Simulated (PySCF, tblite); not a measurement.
**C8H10Si: geometry, infrared bands and NMR shifts**

Wanted: the infrared bands and NMR shifts of C8H10Si (`C#C[Si@H]1CC=CC(=C)C1`), by calculation.

Programs: tblite 0.8.0 and PySCF 2.14.0, with density-fitted response routines of our own. Each step states its level of theory. These are calculated values for one molecule in the gas phase, unless marked as measured. Atoms are numbered from 0 throughout.

### Step 1. The molecule as given

19 atoms, charge 0, multiplicity 1; geometry from: force field or distance geometry start.

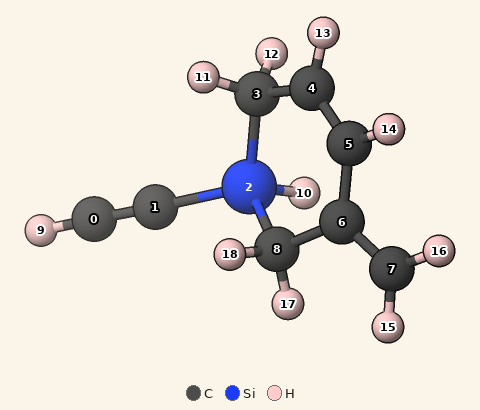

The starting geometry (carbon dark grey, silicon blue, hydrogen pink), atoms numbered.

### Step 2. Optimising the geometry with GFN2-xTB

The job: settings as JSON, then the geometry in Å.

```
{"job": {"kind": "relax", "xc": "GFN2-xTB", "basis": "xTB"}, "charge": 0, "multiplicity": 1}
C      3.935700     0.910100    -0.854500
C      2.792200     0.511900    -0.881800
Si     1.040800    -0.129700    -0.897900
C      0.757600    -1.563300     0.274100
C     -0.632200    -1.655200     0.874600
C     -1.626200    -0.748500     0.771400
C     -1.554200     0.554400     0.110000
C     -2.680800     1.235600    -0.130900
C     -0.204000     1.142500    -0.256500
H      4.926400     1.271800    -0.834900
H      0.657300    -0.535100    -2.285900
H      1.469900    -1.503200     1.111500
H      0.968500    -2.500000    -0.244100
H     -0.840900    -2.577900     1.401900
H     -2.583700    -0.999800     1.225200
H     -2.670000     2.207800    -0.599300
H     -3.664800     0.842900     0.128600
H     -0.319400     1.929800    -1.010400
H      0.217800     1.615400     0.644800
```

The run is started by

```
$ OMP_NUM_THREADS=1 python probes_run.py task.json out
```

This one command runs all jobs of the session in turn.

**Question.** This job is followed by: GFN2-xTB harmonic vibrations, gas phase; GIAO PBE0/pcSseg-1 NMR shielding, non-relativistic, gas phase. Predict these results of the whole session: strongest single infrared mode (GFN2-xTB); zero-point energy (GFN2-xTB); ¹³C shifts against TMS (PBE0/pcSseg-1); ¹H shifts against TMS (PBE0/pcSseg-1); ²⁹Si shifts against TMS (PBE0/pcSseg-1); surface potential, least and greatest.

**Answer**, as computed:

| quantity | value |
| --- | --- |
| strongest single infrared mode (GFN2-xTB) | 2206 cm⁻¹, 286 km/mol |
| zero-point energy (GFN2-xTB) | 91.6 kcal/mol |
| ¹³C shifts against TMS (PBE0/pcSseg-1) | 148.6, 139.4, 134.6, 121.9, 103.8, 89.6, 23.4, 15.0 ppm |
| ¹H shifts against TMS (PBE0/pcSseg-1) | 6.41, 6.10, 5.20, 5.14, 4.55, 2.12, 2.10, 1.92, 1.83, 1.71 ppm |
| ²⁹Si shifts against TMS (PBE0/pcSseg-1) | -48.9 ppm |
| surface potential, least and greatest | -0.74 V and 1.42 V |

In words: Over 73 steps the energy fell by 0.114 eV; of the close pairs, Si2–C3 changed most, 1.873 to 1.903 Å. No mode is imaginary among the 51: a minimum at this level. Unscaled tight-binding wavenumbers are off by several per cent, some by more. Its intensities can rank the bands wrongly. At PBE0/pcSseg-1: Shielding is most anisotropic at C1 (span 291 ppm, paramagnetic term -161 ppm). At PBE0/pcSseg-1, counted by nearest atom on the grid, the HOMO lies on C7 28 %; C4 21 %, the LUMO on C4, C7 about 19 % each; C5, C6 about 12 % each.
